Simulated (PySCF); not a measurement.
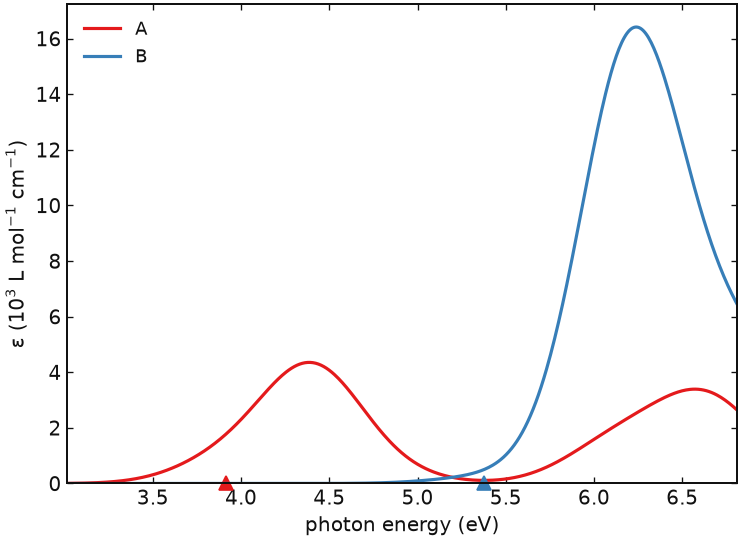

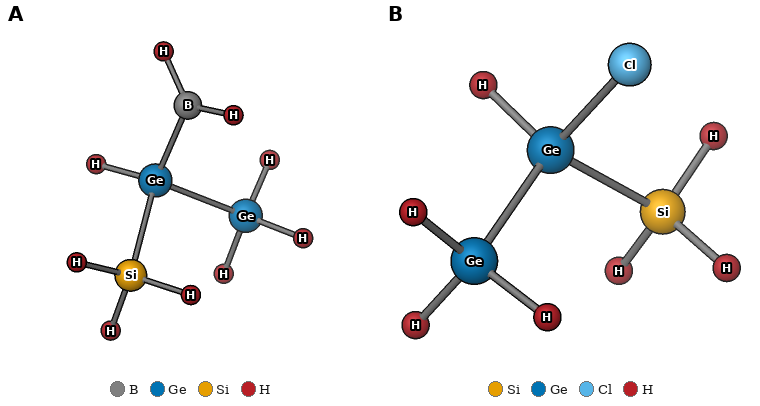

Related molecules: A is BGe₂SiH₉, SMILES [BH2][Ge@H]([SiH3])[GeH3], singlet; B is Ge₂SiH₇Cl, SMILES [SiH3][Ge@H]([Cl])[GeH3], singlet. Vertical TDDFT absorption, B3LYP/def2-SVPD, PySCF, at a PBE0-D3(BJ)/def2-SVP geometry (no frequency check); Gaussians of 1/e half-width 0.40 eV, triangles mark S1, and the range ends where the computed states of one molecule run out.

**How does the lowest singlet move?**

A: 3.92 eV (f = 0.021, mainly HOMO−1 → LUMO (55 %)); B: 5.38 eV (f = 0.005, mainly HOMO → LUMO (98 %)). From A to B it shifts 1.46 eV to the blue; the leading orbital pair differs.

**And the brightest state of each within the range drawn?**

A: S2 at 4.40 eV, f = 0.10; B: S3 at 6.21 eV, f = 0.36.

Limits of at least one run: core orbitals are frozen in the response.
